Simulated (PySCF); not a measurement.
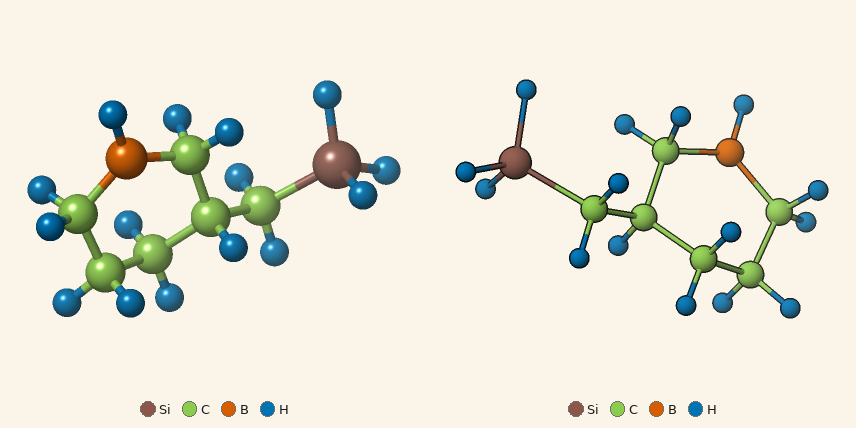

Two views of one molecule.

Computed geometry: PBE0-D3(BJ)/def2-SVP optimisation. No frequency run is at hand to confirm it as a minimum.

Question: What is the molecular formula?

Answer: C₆H₁₅BSi, 23 atoms: 6 carbon, 15 hydrogen, 1 boron and 1 silicon.

Question: Give the symmetry (Schoenflies symbol).

Answer: C1.

More results for the same structure follow; atom numbers are the same in all pictures, views and colours differ.

## Shape

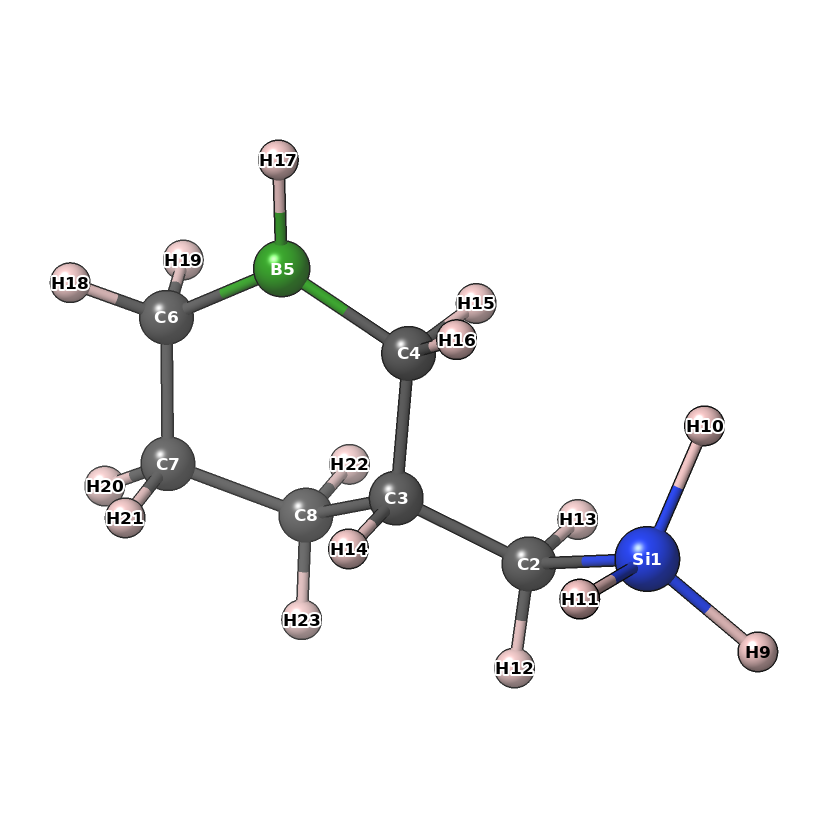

Distant atoms are faded towards the background colour. No frequency run is at hand to confirm it as a minimum.

Question: Find the stereocentres and stereogenic double bonds.

Answer: Centres: C3.

Question: Assign CIP descriptors.

Answer: C3: S (priorities C2 > C8 > C4 > H14).

## Ring current

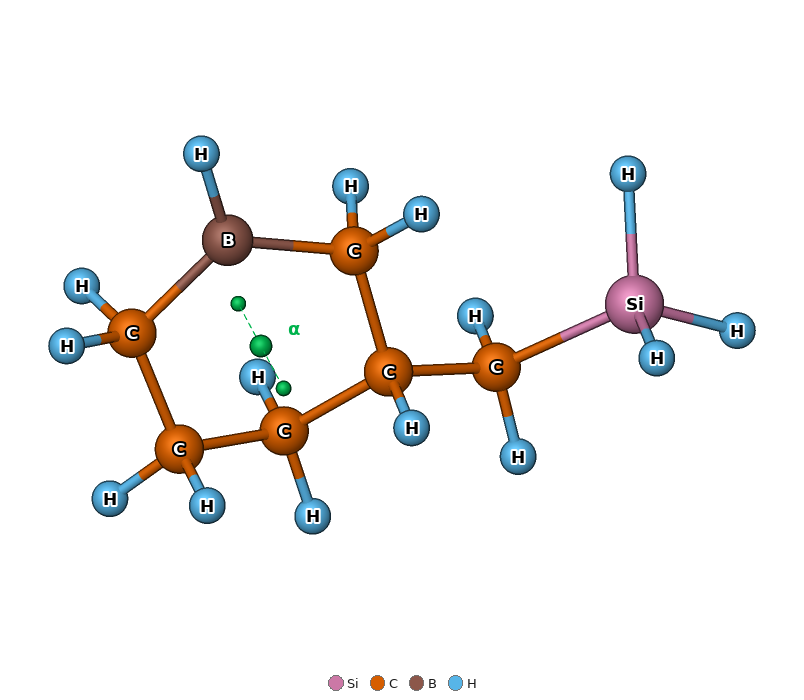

The small points mark where nucleus-independent chemical shifts (NICS) were computed: at the centre of each lettered ring and 1 Å above and below it. No frequency run is at hand to confirm it as a minimum. Properties computed with GIAO PBE0/pcSseg-1 NMR shielding, non-relativistic, gas phase (PySCF 2.14.0).

Give NICS(0), NICS(1) and the out-of-plane component NICS(1)zz for each ring (means of the two sides).

```json
{"ring": "α", "members": "C5B", "NICS(0)": "1.8", "NICS(1)": "−1.2", "NICS(1)zz": "3.4"}
```

Values in ppm.

Question: What do the values say about the ring currents?

Answer: Ring α: weak, as in a non-aromatic ring. NICS is one index among several.

## NMR shielding

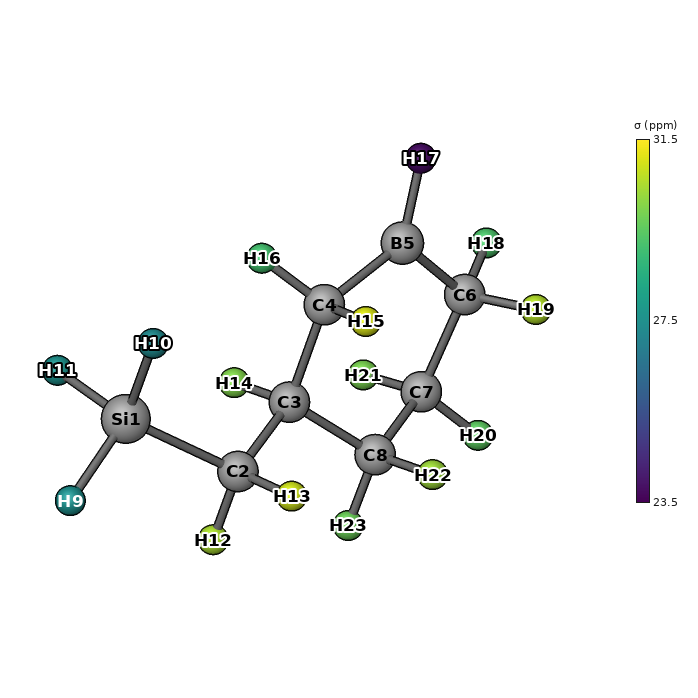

Atoms are coloured by their isotropic NMR shieldings (H only, the others grey). No frequency run is at hand to confirm it as a minimum. Method: GIAO mPW1PW91/pcSseg-1 NMR shielding, non-relativistic, gas phase (PySCF 2.14.0).

Question: Which H atom is the most shielded (lowest chemical shift)?

Answer: H15 (31.01 ppm).

Question: Which H atom is the least shielded (highest chemical shift)?

Answer: H17 (23.80 ppm).

Question: How wide is the range of H shifts?

Answer: 7.21 ppm.

List the isotropic NMR shieldings of the H atoms.

```tsv
atom	σ (ppm)
H9	27.49
H10	27.30
H11	27.56
H12	30.47
H13	30.88
H14	29.99
H15	31.01
H16	29.13
H17	23.80
H18	29.28
H19	30.59
H20	29.53
H21	29.88
H22	30.33
H23	29.72
```

## Excitation

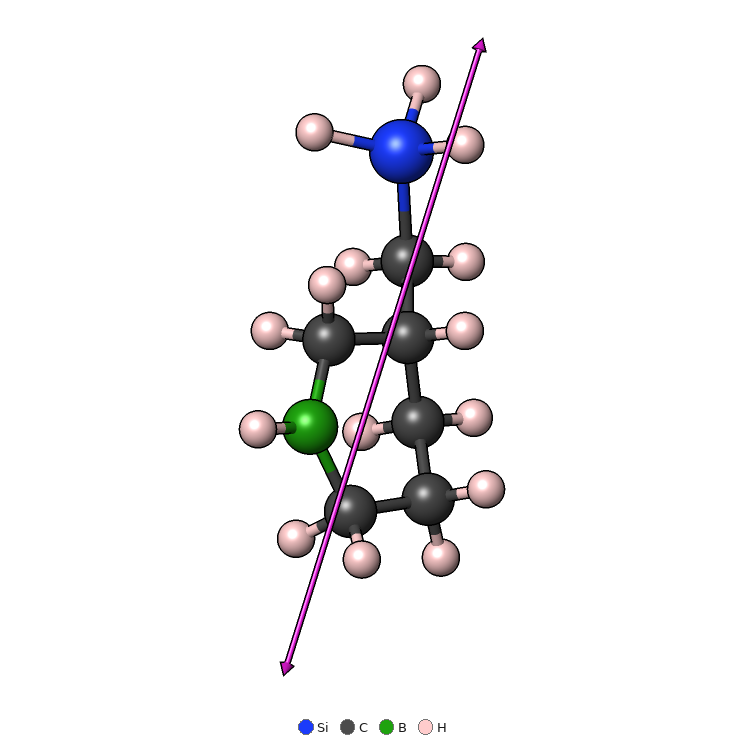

The double arrow shows the direction of the transition dipole to excited singlet state 4 (its length means nothing). No frequency run is at hand to confirm it as a minimum. Level of theory: TDDFT CAM-B3LYP/def2-SVPD, vertical, gas phase, core orbitals frozen in the response (PySCF 2.14.0).

Question: Where does the transition lie, and how strong is it?

Answer: 7.71 eV (161 nm), oscillator strength 0.023, mainly HOMO → LUMO+1 (weight 0.70); transition dipole 0.88 D.
